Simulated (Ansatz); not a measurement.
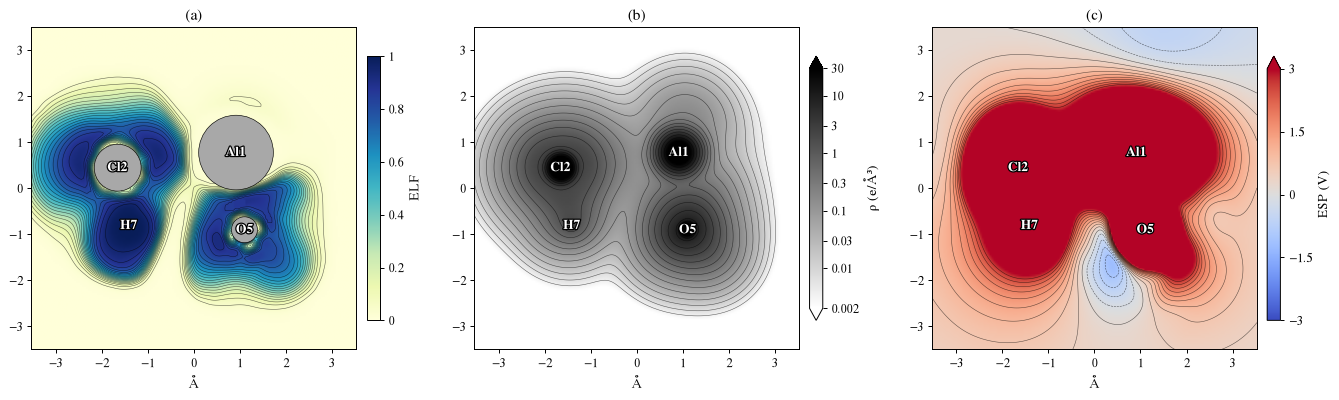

The picture shows: AlClF$_{2}$H$_{2}$O. (a) ELF; (b) electron density; (c) electrostatic potential on the plane of atoms Cl2, Al1 and O5. Grey discs cover the atomic cores in the ELF map.

These are results of RHF/def2-SVP (Ansatz), not measurements.

The calculation's input:

```
crystal:
  periodic: [false, false, false]
  atoms:
    - { symbol: Al, position_ang: [0.015674, -0.447392, -0.496418] }
    - { symbol: Cl, position_ang: [0.019093, -0.083334, 2.908702] }
    - { symbol: F, position_ang: [1.413171, 0.352837, -0.764175] }
    - { symbol: F, position_ang: [-1.387977, 0.163034, -1.072122] }
    - { symbol: O, position_ang: [0.047177, -1.997041, 0.279687] }
    - { symbol: H, position_ang: [-0.626025, -2.653332, 0.197128] }
    - { symbol: H, position_ang: [0.208487, -1.273172, 2.361497] }
basis:
  gaussian: { orbitals: def2-SVP }
hamiltonian:
  xc: hf
relax:
  f_tol: 0.03
  max_steps: 50
output:
  orbitals: {}
```

Launched as:

```sh
ansatz run input.yaml --threads 1 --pin off --max-ram 2048MiB --backend cpu --events-out ev --progress --plain --runs-dir out
```

The fields are those of the run's last geometry, not of the input's.

Q: What does the map show?

A: The section cuts through Al, Cl, O and H sites. Al–O (1.69 Å): the density is about 0.85 e/Å³ at the midpoint; the ELF peaks at about 0.90 in the valence shell of O, 0.7 Å from its nucleus, and is about 0.30 at the midpoint. Al–Cl (2.59 Å): ρ is about 0.25 e/Å³ halfway, with its minimum of 0.13 e/Å³ about 1.0 Å from Al; the ELF peaks at about 0.90 in the valence shell of Cl, 0.9 Å from its nucleus, and is about 0.80 at the midpoint. Cl–H (1.28 Å): ρ at the midpoint is about 1.9 e/Å³; the ELF climbs to about 1 towards the hydrogen, as it does in any bond to H. The ELF also peaks beside O5 and Cl2, away from the bonds: lone-pair regions. Outside the dense part of the molecule the potential is most negative (−1.1 V) near O5.
